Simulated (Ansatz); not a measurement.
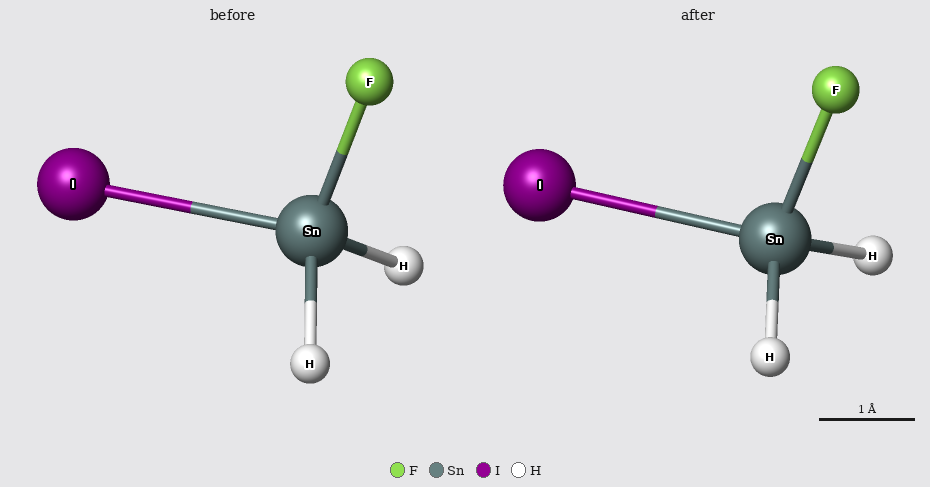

The structure of SnH₂IF before (left) and after (right) a relaxation, at one scale.

A ball-and-stick model, seen at a tilt.

The run prepares the start of a later molecular dynamics calculation, from a guessed geometry.

Computed with RKS PBE0-D4/def2-SVP (Ansatz). Set-up: no spin polarisation; force threshold 0.02 eV/Å; at most 40 steps.

**Describe what moved and what it gained.**

After 3 geometry steps the energy has fallen by 8.23 kJ/mol. The largest force component goes from 0.7 to 0.0074 eV/Å. The largest move after the best rigid fit is that of an H atom, 0.12 Å. Largest moves by element: H 0.12 Å, F 0.09 Å, Sn 0.09 Å, I 0.03 Å. Among the contacts that change: H–Sn 1.752 → 1.705 Å, I–Sn 2.706 → 2.675 Å, F–Sn 1.933 → 1.937 Å, H–Sn 1.700 → 1.705 Å. Among the angles between lasting bonds that change: H–Sn–H 108.3° → 118.9°, F–Sn–H 112.6° → 105.6°, F–Sn–H 110.9° → 105.6°.
